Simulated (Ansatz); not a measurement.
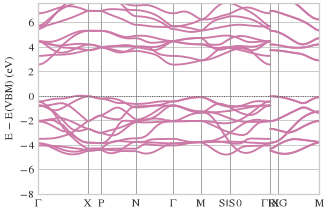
Band structure from the program Ansatz at the r²SCAN level (PAW)

Question: Read off the gap and where the band edges lie.

Answer: About 2.5 eV (2.53 eV by a search for the band edges); maximum on the Γ–X line, 88 % of the way from Γ, minimum at Γ.

Question: Pick the material that matches.
(A) TiO2, anatase
(B) Ba2YOsO6, I4/mmm (Pearson symbol tI20)
(C) Sr2ZnWO6, I4/m (Pearson symbol tI20)
(D) Li4MoO5, I4 (Li on 8c, Mo on 2a, O on 8c, O on 2a)

Answer: A, TiO2, anatase

Space group I4_1/amd (anatase). The r²SCAN relaxation kept the symmetry of its start; of distortions, only those at the zone centre were tested. No spin polarisation was allowed.

Potentials: the later of the program's two PAW sets.
